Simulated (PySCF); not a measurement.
C$_{3}$H$_{5}$S (SMILES [S-]C1CC1) (charge −1)

Input file:

```
{"job": {"kind": "nmr", "xc": "PBE0", "basis": "pcSseg-1"}, "charge": -1, "multiplicity": 1}
S      2.247413    -0.142448    -0.716899
C      0.787394    -0.073161     0.299919
C     -0.510984    -0.718936    -0.133105
C     -0.402878     0.782085    -0.078383
H      0.940569    -0.123637     1.392727
H     -1.154084    -1.218357     0.605374
H     -0.478474    -1.196189    -1.117877
H     -0.971396     1.313247     0.698189
H     -0.297690     1.319956    -1.025976
```

Command:

```sh
OMP_NUM_THREADS=1 python probes_run.py task.json out
```

Geometry: PBE0-D3(BJ)/def2-SVP.

Level of theory: PBE0/pcSseg-1, SCF density, gas phase, non-relativistic (PySCF 2.14.0).

Q: What will maps of the electron density and electron localisation function show?

A: C–C (1.51 Å): ρ at the midpoint is about 1.6 e/Å³; the ELF peaks at about 0.90 between the atoms, as expected for a shared electron pair.
C–S (1.78 Å): ρ at the midpoint is about 1.2 e/Å³; the ELF peaks at about 0.90 between the atoms; a covalent bond.
C–H (1.09 Å): the density is about 2 e/Å³ at the midpoint; the ELF climbs to about 1 towards the hydrogen, as it does in any bond to H (an ordinary covalent bond to hydrogen).

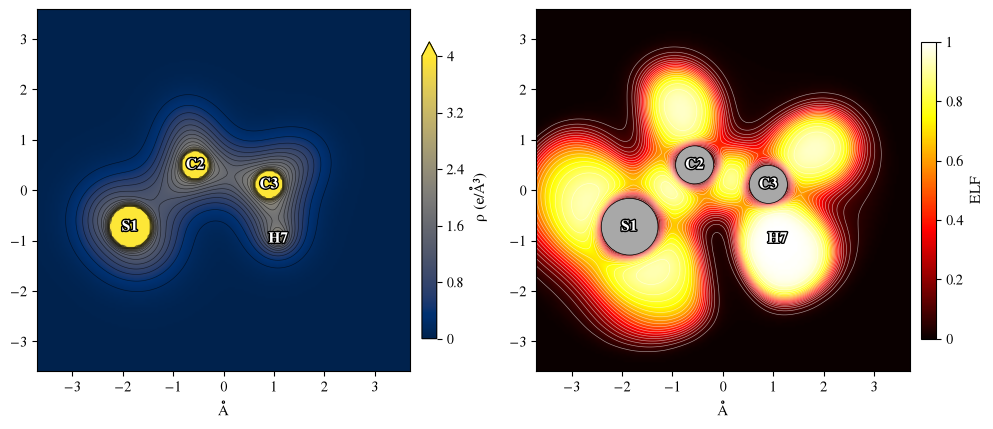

Computed electron density and electron localisation function on the plane of atoms C2, C3 and H7, in this order. Grey discs cover the atomic cores in the ELF map. 
